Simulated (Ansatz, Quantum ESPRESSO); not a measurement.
# Lattice dynamics of CaOs (Pm-3m) in two programs, part 2 of 3

Aim: the phonon dispersion of CaOs (Pm-3m), checked by a second program.

Quantum ESPRESSO 7.5; DFT LDA, scalar-relativistic, plane waves, JTH PAW pseudopotentials.

So far. Step 2 (A probe with smearing): No gap opens on this mesh, so smearing is kept; the start stands at -18 GPa. Step 4 (Self-consistent run for the response): The cell stands at -0.096 GPa, close enough for phonons. The relaxed cell has a = 3.317 Å (conventional setting).

The structure was built from a prototype and need not be the compound's stable phase.

**5. Linear response on the mesh**

Linear response treats each wavevector in the unit cell, with no supercell; the 4×4×4 mesh fixes the range of the force constants to be had.

ph.in

```
phonons
 &inputph
    prefix='x',
    outdir='./tmp',
    fildyn='x.dyn',
    tr2_ph=1.0d-18,
    alpha_mix(1)=0.4,
    nmix_ph=8,
    ldisp=.true.,
    nq1=4,
    nq2=4,
    nq3=4,
 /
```

The run is started by

```
> OMP_NUM_THREADS=1 mpirun -n 4 ph.x -nk 4 -in ph.in > ph.out
```

Numbers of over 12 decimals in the logs are rounded to 6 here.

Output:

```text
[banners, grids, parts of the stress and lines that vanish by symmetry left out]
[banner, memory and clock lines left out]
Program PHONON v.7.5

[...]
Exchange-correlation= PW
                           (   1   4   0   0   0   0   0)
[...]
(  10 q-points):
[...]
kinetic-energy cut-off    =      40.0000  Ry
     charge density cut-off    =     200.0000  Ry
     convergence threshold     =      1.0E-18
[...]
Exchange-correlation= PW
                           (   1   4   0   0   0   0   0)
[...]
q = (   0.0000000   0.0000000   0.0000000 )
     49 Sym.Ops. (with q -> -q+G )
     G cutoff =  199.0631  (  11753 G-vectors)     FFT grid: ( 30, 30, 30)
     G cutoff =  159.2505  (   8385 G-vectors)  smooth grid: ( 25, 25, 25)
     number of k points=    35  Gaussian smearing, width (Ry)=  0.0200
[...]
Mode symmetry, O_h (m-3m)  point group:
[...]
Representation #   1 modes #   1   2   3
[...]
End of self-consistent calculation
     Convergence has been achieved
     Representation #   2 modes #   4   5   6
[...]
End of self-consistent calculation
     Convergence has been achieved
[...]
q = (    0.000000000   0.000000000   0.000000000 )
[...]
freq (    1) =      -0.014873 [THz] =      -0.496110 [cm-1]
     freq (    2) =      -0.014873 [THz] =      -0.496110 [cm-1]
     freq (    3) =      -0.014873 [THz] =      -0.496110 [cm-1]
     freq (    4) =       7.207327 [THz] =     240.410545 [cm-1]
     freq (    5) =       7.207327 [THz] =     240.410545 [cm-1]
     freq (    6) =       7.207327 [THz] =     240.410545 [cm-1]
[...]
Mode symmetry, O_h (m-3m)  point group:
     freq (   1-   3) =         -0.5  [cm-1]   --> T_1u G_15  G_4- I
     freq (   4-   6) =        240.4  [cm-1]   --> T_1u G_15  G_4- I
[...]
Mode symmetry, C_4v (4mm)  point group:
[...]
Representation #   1 mode #   1
[...]
End of self-consistent calculation
     Convergence has been achieved
     Representation #   2 mode #   2
[...]
End of self-consistent calculation
     Convergence has been achieved
     Representation #   3 modes #   3   4
[...]
Convergence has been achieved
     Representation #   4 modes #   5   6
[...]
Convergence has been achieved
[...]
q = (    0.000000000   0.000000000   0.250000000 )
[...]
freq (    1) =       0.197413 [THz] =       6.584980 [cm-1]
     freq (    2) =       1.788198 [THz] =      59.647850 [cm-1]
     freq (    3) =       1.788198 [THz] =      59.647850 [cm-1]
     freq (    4) =       6.573987 [THz] =     219.284617 [cm-1]
     freq (    5) =       6.573987 [THz] =     219.284617 [cm-1]
     freq (    6) =       7.350211 [THz] =     245.176642 [cm-1]
[...]
Mode symmetry, C_4v (4mm)  point group:
     freq (   1-   1) =          6.6  [cm-1]   --> A_1  G_1 D_1
     freq (   2-   3) =         59.6  [cm-1]   --> E    G_5 D_5
     freq (   4-   5) =        219.3  [cm-1]   --> E    G_5 D_5
     freq (   6-   6) =        245.2  [cm-1]   --> A_1  G_1 D_1
[...]
Mode symmetry, D_4h(4/mmm) point group:
[...]
Representation #   1 mode #   1
[...]
Convergence has been achieved
     Representation #   2 modes #   2   3
[...]
Convergence has been achieved
     Representation #   3 mode #   4
[...]
Convergence has been achieved
     Representation #   4 modes #   5   6
[...]
Convergence has been achieved
[...]
q = (    0.000000000   0.000000000  -0.500000000 )
[...]
freq (    1) =      -0.984738 [THz] =     -32.847328 [cm-1]
     freq (    2) =       2.644828 [THz] =      88.221958 [cm-1]
[...]
Mode symmetry, D_4h(4/mmm) point group:
     freq (   1-   1) =        -32.8  [cm-1]   --> A_1g X_1  M_1
     freq (   2-   3) =         88.2  [cm-1]   --> E_g  X_5  M_5
     freq (   4-   5) =        188.1  [cm-1]   --> E_u  X_5' M_5'
     freq (   6-   6) =        266.9  [cm-1]   --> A_2u X_4' M_4'
[...]
Mode symmetry, C_2v (mm2)  point group:
[...]
Convergence has been achieved
[...]
Convergence has been achieved
[...]
Convergence has been achieved
[...]
Convergence has been achieved
[...]
q = (    0.000000000   0.250000000   0.250000000 )
[...]
Mode symmetry, C_2v (mm2)  point group:
     freq (   1-   1) =        -66.3  [cm-1]   --> B_2  D_4  S_4
     freq (   2-   2) =         50.7  [cm-1]   --> A_1  D_1  S_1
     freq (   3-   3) =         81.1  [cm-1]   --> B_1  D_3  S_3
     freq (   4-   4) =        208.7  [cm-1]   --> B_1  D_3  S_3
     freq (   5-   5) =        229.4  [cm-1]   --> A_1  D_1  S_1
     freq (   6-   6) =        252.2  [cm-1]   --> B_2  D_4  S_4
[...]
Mode symmetry, C_2v (mm2)  point group:
[...]
q = (    0.000000000   0.250000000  -0.500000000 )
[...]
Mode symmetry, C_2v (mm2)  point group:
     freq (   1-   1) =        -68.4  [cm-1]   --> A_1  D_1  S_1
     freq (   2-   2) =        -55.0  [cm-1]   --> B_2  D_4  S_4
     freq (   3-   3) =        100.7  [cm-1]   --> A_2  D_2  S_2
     freq (   4-   4) =        191.1  [cm-1]   --> B_1  D_3  S_3
     freq (   5-   5) =        237.2  [cm-1]   --> A_1  D_1  S_1
     freq (   6-   6) =        272.3  [cm-1]   --> B_2  D_4  S_4
[...]
Mode symmetry, D_4h(4/mmm) point group:
[...]
q = (    0.000000000  -0.500000000  -0.500000000 )
[...]
Mode symmetry, D_4h(4/mmm) point group:
     freq (   1-   2) =        -89.3  [cm-1]   --> E_u  X_5' M_5'
     freq (   3-   3) =        109.8  [cm-1]   --> B_1u X_2' M_2'
     freq (   4-   4) =        195.1  [cm-1]   --> A_2u X_4' M_4'
     freq (   5-   6) =        277.4  [cm-1]   --> E_u  X_5' M_5'
[...]
Mode symmetry, C_3v (3m)   point group:
[...]
q = (    0.250000000   0.250000000   0.250000000 )
[...]
Mode symmetry, C_3v (3m)   point group:
     freq (   1-   2) =        -43.6  [cm-1]   --> E    L_3
     freq (   3-   3) =         33.4  [cm-1]   --> A_1  L_1
     freq (   4-   4) =        235.5  [cm-1]   --> A_1  L_1
     freq (   5-   6) =        238.5  [cm-1]   --> E    L_3
[...]
Mode symmetry, C_2v (mm2)  point group:
[...]
Convergence has been achieved
[...]
Convergence has been achieved
[...]
q = (    0.250000000   0.250000000  -0.500000000 )
[...]
Mode symmetry, C_2v (mm2)  point group:
     freq (   1-   1) =        -70.0  [cm-1]   --> A_1  D_1  S_1
     freq (   2-   2) =        -48.6  [cm-1]   --> B_2  D_4  S_4
     freq (   3-   3) =        -28.2  [cm-1]   --> A_2  D_2  S_2
     freq (   4-   4) =        218.0  [cm-1]   --> B_1  D_3  S_3
     freq (   5-   5) =        240.9  [cm-1]   --> A_1  D_1  S_1
     freq (   6-   6) =        272.6  [cm-1]   --> B_2  D_4  S_4
[...]
Mode symmetry, C_4v (4mm)  point group:
[...]
Representation #   1 mode #   1
[...]
Convergence has been achieved
     Representation #   2 mode #   2
[...]
Convergence has been achieved
     Representation #   3 modes #   3   4
[...]
Convergence has been achieved
     Representation #   4 modes #   5   6
[...]
Convergence has been achieved
[...]
q = (    0.250000000  -0.500000000  -0.500000000 )
[...]
freq (    5) =       7.939557 [THz] =     264.835107 [cm-1]
     freq (    6) =       7.939557 [THz] =     264.835107 [cm-1]
[...]
Mode symmetry, C_4v (4mm)  point group:
     freq (   1-   2) =        -76.5  [cm-1]   --> E    G_5 D_5
     freq (   3-   3) =        -27.0  [cm-1]   --> B_2  G_4 D_2'
     freq (   4-   4) =        218.2  [cm-1]   --> A_1  G_1 D_1
     freq (   5-   6) =        264.8  [cm-1]   --> E    G_5 D_5
[...]
Mode symmetry, O_h (m-3m)  point group:
[...]
Representation #   1 modes #   1   2   3
[...]
End of self-consistent calculation
     Convergence has been achieved
     Representation #   2 modes #   4   5   6
[...]
End of self-consistent calculation
     Convergence has been achieved
[...]
q = (   -0.500000000  -0.500000000  -0.500000000 )
[...]
freq (    1) =      -2.231313 [THz] =     -74.428605 [cm-1]
     freq (    2) =      -2.231313 [THz] =     -74.428605 [cm-1]
     freq (    3) =      -2.231313 [THz] =     -74.428605 [cm-1]
     freq (    4) =       7.413650 [THz] =     247.292749 [cm-1]
     freq (    5) =       7.413650 [THz] =     247.292749 [cm-1]
     freq (    6) =       7.413650 [THz] =     247.292749 [cm-1]
[...]
Mode symmetry, O_h (m-3m)  point group:
     freq (   1-   3) =        -74.4  [cm-1]   --> T_2g G_25' G_5+
     freq (   4-   6) =        247.3  [cm-1]   --> T_1u G_15  G_4-


[key lines of the parts left out:]
the Fermi energy is    11.9199 ev
```

It took 16 min on 4 MPI ranks of Intel Xeon Platinum 8223CL at 3.00GHz (Skylake/Cascade Lake), shared host.

Read from the output:

- largest acoustic frequency at the zone centre before the sum rule: -0.5 cm⁻¹
- highest optical zone-centre mode (no LO-TO term): 240.4 cm⁻¹
- lowest optical zone-centre mode: 240.4 cm⁻¹
- lowest mode on the q mesh (acoustic ones at the zone centre apart): -89.31 cm⁻¹

Frequencies (cm⁻¹) at each irreducible wavevector; negative means imaginary. Frequencies by wavevector:

| q (fractions) | star | mode 1 | mode 2 | mode 3 | mode 4 | mode 5 | mode 6 |
| --- | --- | --- | --- | --- | --- | --- | --- |
| 0 0 0 | 1 | -0.5 | -0.5 | -0.5 | 240.4 | 240.4 | 240.4 |
| 0 0 0.25 | 6 | 6.58 | 59.65 | 59.65 | 219.3 | 219.3 | 245.2 |
| 0 0 -0.5 | 3 | -32.85 | 88.22 | 88.22 | 188.1 | 188.1 | 266.9 |
| 0 0.25 0.25 | 12 | -66.3 | 50.69 | 81.06 | 208.7 | 229.4 | 252.2 |
| 0 0.25 -0.5 | 12 | -68.44 | -54.96 | 100.8 | 191.1 | 237.2 | 272.3 |
| 0 -0.5 -0.5 | 3 | -89.31 | -89.31 | 109.8 | 195.1 | 277.4 | 277.4 |
| 0.25 0.25 0.25 | 8 | -43.56 | -43.56 | 33.37 | 235.5 | 238.5 | 238.5 |
| 0.25 0.25 -0.5 | 12 | -70.05 | -48.65 | -28.24 | 218 | 240.9 | 272.6 |
| 0.25 -0.5 -0.5 | 6 | -76.51 | -76.51 | -27.03 | 218.2 | 264.8 | 264.8 |
| -0.5 -0.5 -0.5 | 1 | -74.43 | -74.43 | -74.43 | 247.3 | 247.3 | 247.3 |

The acoustic modes at Γ come out as far as 0.5 cm⁻¹ from zero, where they should vanish, a small numerical error.

**6. Fourier transform to real space**

The dynamical matrices of the mesh are Fourier-transformed to force constants in real space.

q2r.in

```
 &input
    fildyn='x.dyn',
    zasr='crystal',
    flfrc='x.fc',
 /
```

The run is started by

```
> q2r.x < q2r.in > q2r.out
```

Output:

```text
[banners, grids, parts of the stress and lines that vanish by symmetry left out]
[banner, memory and clock lines left out]
Program Q2R v.7.5

  reading grid info from file x.dyn0

  reading force constants from file x.dyn1
  Dielectric Tensor not found
  nqs=            1
 q=   0.00000000  0.00000000  0.00000000
  reading force constants from file x.dyn2
  nqs=            6
 q=   0.00000000  0.00000000  0.25000000
[...]
reading force constants from file x.dyn9
  nqs=            6
[...]
q=  -0.50000000 -0.25000000  0.50000000
  reading force constants from file x.dyn10
  nqs=            1
 q=  -0.50000000 -0.50000000 -0.50000000

      q-space grid ok, #points =   64

      fft-check success (sum of imaginary terms < 10^-12)
```

Wall time 0.66 s (1 thread).

**7. Interpolated phonon bands**

From the force constants any wavevector is cheap; points of the mesh come back as solved, but for the sum rule and, in polar crystals, the LO-TO term at Γ; the rest is interpolation.

matdyn.in

```
 &input
    asr='crystal',
    flfrc='x.fc',
    flfrq='x.freq',
    flvec='x.modes',
    q_in_band_form=.true.,
    q_in_cryst_coord=.true.,
 /
8
  0.0000000   0.0000000   0.0000000  12  ! GAMMA
  0.0000000   0.5000000   0.0000000  12  ! X
  0.5000000   0.5000000   0.0000000  12  ! M
  0.0000000   0.0000000   0.0000000  12  ! GAMMA
  0.5000000   0.5000000   0.5000000  12  ! R
  0.0000000   0.5000000   0.0000000   1  ! X
  0.5000000   0.5000000   0.5000000  12  ! R
  0.5000000   0.5000000   0.0000000   1  ! M
```

The run is started by

```
> matdyn.x -in matdyn.in > matdyn.out
```

Output:

```text
[banner, memory and clock lines left out]
Program MATDYN v.7.5

 mass for atomic type   1 not given; uses mass from file x.fc
 mass for atomic type   2 not given; uses mass from file x.fc
 Norm of the difference between old and new effective charges:    0.000000

 Norm of the difference between old and new force-constants:   1.38024e-06

     Message from routine matdyn:
     Z* not found in file x.fc, TO-LO splitting at q=0 will be absent!
     Message from routine matdyn:
     Z* not found in file x.fc, TO-LO splitting at q=0 will be absent!

Note: The following floating-point exceptions are signalling: IEEE_UNDERFLOW_FLAG
```

It took 0.66 s on 1 thread.

This step gave:

- lowest frequency on the path: -89.31 cm⁻¹

Matdyn.x, sum rule crystal. Phonon branches along the path, in cm⁻¹:

| point | branch 1 | branch 2 | branch 3 | branch 4 | branch 5 | branch 6 |
| --- | --- | --- | --- | --- | --- | --- |
| Γ | 0 | 0 | 0 | 240 | 240 | 240 |
| X | -33 | 88 | 88 | 188 | 188 | 267 |
| M | -89 | -89 | 110 | 195 | 277 | 277 |
| Γ | 0 | 0 | 0 | 240 | 240 | 240 |
| R | -74 | -74 | -74 | 247 | 247 | 247 |
| X | -33 | 88 | 88 | 188 | 188 | 267 |
| jump to R | -74 | -74 | -74 | 247 | 247 | 247 |
| M | -89 | -89 | 110 | 195 | 277 | 277 |

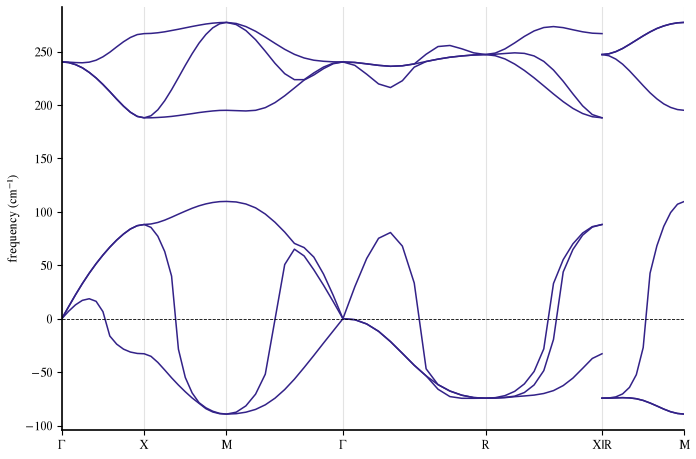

Phonon branches along the path.

Lowest modes at the softest wavevector of the mesh; phase exp(i q.(R + tau)). Modes at q = (0.000, 0.500, 0.500), with each element's share of the kinetic energy (negative means imaginary):

| mode | frequency (cm⁻¹) | Ca % | Os % |
| --- | --- | --- | --- |
| 1 | -89.3 | 6 | 94 |
| 2 | -89.3 | 6 | 94 |
| 3 | 109.8 | 0 | 100 |
| 4 | 195.1 | 100 | 0 |
| 5 | 277.4 | 94 | 6 |
| 6 | 277.4 | 94 | 6 |

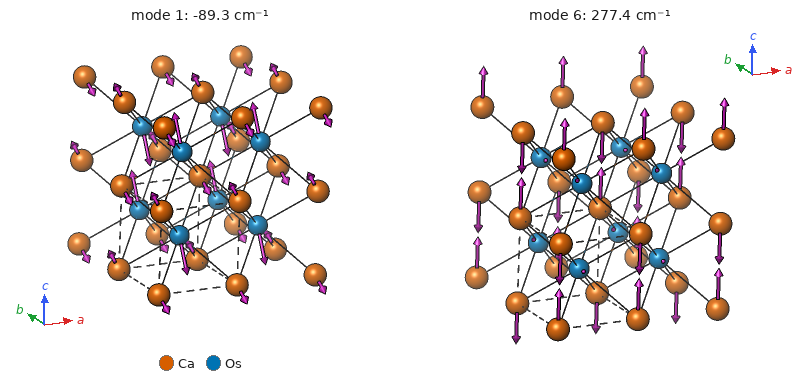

Displacement patterns of modes 1 and 6 at q = (0.000, 0.500, 0.500); arrows are exaggerated. 2×2×2 cells are drawn. Some periodic images of atoms are drawn too.

Force constants by pair (phonopy on the run's constants); pairs near half the supercell's span include their periodic images. Pair force constants, by row:

| atom | neighbour | distance (Å) | third of the trace (eV/Å²) | along the pair's line (eV/Å²) |
| --- | --- | --- | --- | --- |
| Ca1 | itself | 0 | 7.902 | – |
| Ca1 | Os | 2.873 | -0.7976 | -2.522 |
| Ca1 | Ca | 3.317 | -0.2569 | -1.118 |
| Ca1 | Ca | 4.691 | 0.004 | -0.0044 |
| Ca1 | Os | 5.501 | -0.0294 | -0.0994 |
| Ca1 | Ca | 5.745 | 0.0614 | 0.1679 |
| Ca1 | Ca | 6.634 | 0.0187 | 0.0954 |
| Ca1 | Os | 7.229 | 0.005 | 0.0189 |
| Ca1 | Ca | 7.417 | 0.0071 | 0.0033 |
| Os2 | itself | 0 | 1.872 | – |
| Os2 | Ca | 2.873 | -0.7976 | -2.522 |
| Os2 | Os | 3.317 | 0.8471 | 2.137 |
| Os2 | Os | 4.691 | -0.0339 | -0.2254 |
| Os2 | Ca | 5.501 | -0.0294 | -0.0994 |
| Os2 | Os | 5.745 | 0.0781 | 0.1428 |
| Os2 | Os | 6.634 | 0.0997 | 0.9552 |
| Os2 | Ca | 7.229 | 0.005 | 0.0189 |
| Os2 | Os | 7.417 | -0.0188 | -0.0604 |

Mode patterns, pair constants, displacements and means over the zone were worked out by phonopy from the force constants of q2r.x.

The path dips to 89i cm⁻¹.

**8. Sums over the zone**

Sums over the zone need many more wavevectors than were solved, so the interpolation is sampled on a dense mesh.

matdyn.in

```
 &input
    asr='crystal',
    flfrc='x.fc',
    dos=.true.,
    fldos='x.dos',
    nk1=14,
    nk2=14,
    nk3=14,
    deltaE=0.3,
 /
```

The run is started by

```
> matdyn.x -in matdyn.in > matdyn.out
```

Output:

```text
[banner, memory and clock lines left out]
Program MATDYN v.7.5

 mass for atomic type   1 not given; uses mass from file x.fc
 mass for atomic type   2 not given; uses mass from file x.fc
 Norm of the difference between old and new effective charges:    0.000000

 Norm of the difference between old and new force-constants:   1.38024e-06

     Message from routine matdyn:
     Z* not found in file x.fc, TO-LO splitting at q=0 will be absent!

Note: The following floating-point exceptions are signalling: IEEE_UNDERFLOW_FLAG
```

It took 11 s on 1 thread.

Read from the output:

| Quantity | Value |
| --- | --- |
| share of modes beyond 3i cm⁻¹ on the dense interpolated mesh | 0.2817 |

The phonon density of states has structure finer than the step of the table below, so its rows give means over 25 cm⁻¹, whole bins alone (the curve runs from -89.3 to 275 cm⁻¹). Peaks (cm⁻¹: height): total -72.5: 0.0742, 76.3: 0.0334, 196.3: 0.0390, 270.7: 0.0576; Ca 196.3: 0.0383, 217.9: 0.0364, 270.7: 0.0549; Os -72.5: 0.0710, 76.3: 0.0319.

Tetrahedra. Phonon density of states against wavenumber; means over each step; values in 1/cm⁻¹/cell:

| wavenumber (cm⁻¹) | total | Ca | Os |
| --- | --- | --- | --- |
| -75 | 0.0369 | 0.00186 | 0.0351 |
| -50 | 0.0210 | 0.00114 | 0.0199 |
| -25 | 0.00752 | 4.4e-4 | 0.00708 |
| 0 | 0.00458 | 2.0e-4 | 0.00438 |
| 25 | 0.00677 | 3.8e-4 | 0.00640 |
| 50 | 0.0132 | 8.4e-4 | 0.0124 |
| 75 | 0.0220 | 9.9e-4 | 0.0210 |
| 100 | 0.00758 | 1.5e-4 | 0.00744 |
| 125 | 0 | 0 | 0 |
| 150 | 0 | 0 | 0 |
| 175 | 3.3e-5 | 3.3e-5 | 1.6e-7 |
| 200 | 0.0263 | 0.0254 | 9.1e-4 |
| 225 | 0.0328 | 0.0309 | 0.00192 |
| 250 | 0.0362 | 0.0341 | 0.00204 |

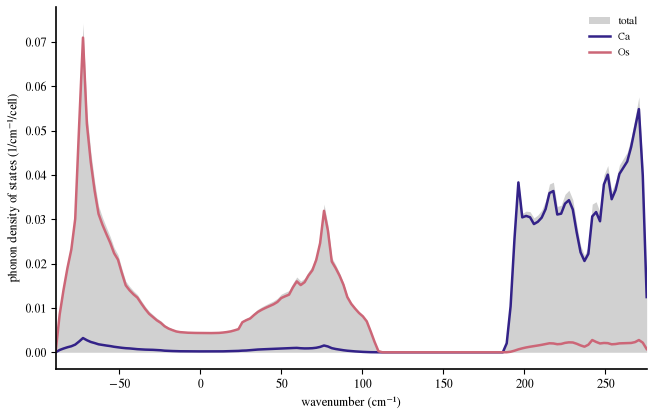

Phonon density of states, plotted against wavenumber.

**9. Modes with the sum rule**

A rigid shift of the crystal must cost nothing, but grids and finite bases break this; the acoustic sum rule is imposed before the matrix is diagonalised again.

dynmat.in

```
 &input
    fildyn='x.dyn1',
    asr='simple',
    fileig='dynmat.eig',
 /
```

The run is started by

```
> dynmat.x -in dynmat.in > dynmat.out
```

Output:

```text
[banner, memory and clock lines left out]
Program DYNMAT v.7.5

     Reading Dynamical Matrix from file x.dyn1
     ...Force constants read
     ...epsilon and Z* not read (not found on file)
     A direction for q was not specified:TO-LO splitting will be absent

     Polarizability (A^3 units)
     multiply by 1.000000 for Clausius-Mossotti correction
         0.000000    0.000000    0.000000
         0.000000    0.000000    0.000000
         0.000000    0.000000    0.000000

     IR activities are in (D/A)^2/amu units

# mode   [cm-1]    [THz]      IR
    1     -0.00   -0.0000    0.0000
    2     -0.00   -0.0000    0.0000
    3      0.00    0.0000    0.0000
    4    240.41    7.2073    0.0000
    5    240.41    7.2073    0.0000
    6    240.41    7.2073    0.0000
```

Run time: 0.66 s. Hardware: 1 thread.

Unit eigenvectors of the mass-weighted matrix after the sum rule; no LO-TO term. The modes at Γ (shares of kinetic energy by element, %):

| mode | frequency (cm⁻¹) | symmetry | Ca % | Os % |
| --- | --- | --- | --- | --- |
| 1 | 0.0 | acoustic | 17 | 83 |
| 2 | 0.0 | acoustic | 17 | 83 |
| 3 | 0.0 | acoustic | 17 | 83 |
| 4 | 240.4 | T1u | 83 | 17 |
| 5 | 240.4 | T1u | 83 | 17 |
| 6 | 240.4 | T1u | 83 | 17 |

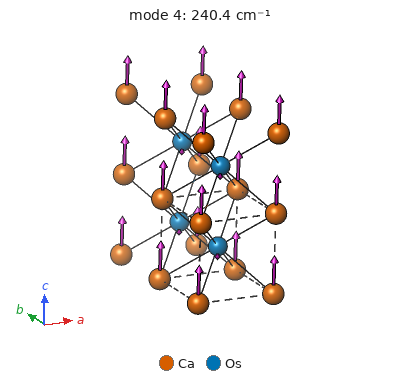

Displacement patterns of mode 4 at Γ; arrows are exaggerated. 1×2×2 cells are drawn. Some periodic images of atoms are drawn too.

The rule moves no optical mode by more than 0.1 cm⁻¹.

**10. Sum rules set otherwise: a sum rule for molecules or wires on a crystal**

This rule also removes rotations, which suits molecules and not a crystal; it is tried to see the harm.

dynmat.in

```
 &input
    fildyn='x.dyn1',
    asr='zero-dim',
    fileig='dynmat.eig',
 /
```

The run is started by

```
> dynmat.x -in dynmat.in > dynmat.out
```

Output:

```text
[banner, memory and clock lines left out]
Program DYNMAT v.7.5

     Reading Dynamical Matrix from file x.dyn1
     ...Force constants read
     ...epsilon and Z* not read (not found on file)
     Acoustic Sum Rule: || Z*(ASR) - Z*(orig)|| =    0.000000E+00
     Acoustic Sum Rule: ||dyn(ASR) - dyn(orig)||=    4.095836E-01
     A direction for q was not specified:TO-LO splitting will be absent

     Polarizability (A^3 units)
     multiply by 1.000000 for Clausius-Mossotti correction
         0.000000    0.000000    0.000000
         0.000000    0.000000    0.000000
         0.000000    0.000000    0.000000

     IR activities are in (D/A)^2/amu units

# mode   [cm-1]    [THz]      IR
    1     -0.00   -0.0000    0.0000
    2     -0.00   -0.0000    0.0000
    3     -0.00   -0.0000    0.0000
    4      0.00    0.0000    0.0000
    5      0.00    0.0000    0.0000
    6    240.41    7.2073    0.0000
```

Run time: 0.59 s. Hardware: 1 thread.

The run ended normally, but on settings that are not sound.

The fault: a sum rule for molecules or wires on a crystal; 2 optical modes are projected out to zero frequency, as if they were rotations.

For a crystal the rule has to be 'simple' or 'crystal'.

Zone-centre frequencies as printed; negative means imaginary. Modes:

| mode | frequency (cm⁻¹) |
| --- | --- |
| 1 | 0 |
| 2 | 0 |
| 3 | 0 |
| 4 | 0 |
| 5 | 0 |
| 6 | 240.4 |

(Part 2 of 3 ends here.)

[Host names and launcher messages were left out of these logs when they were recorded.]

[Logs are printed without paths, hosts, clocks, repeated set-up lines and the standing remarks that a program may print on its own settings, such as how far it seeks lower states.]

[Hosts, paths, dates, database ids (printed as entryN), source tags and the programs' standing remarks are cut or masked in the printed files.]
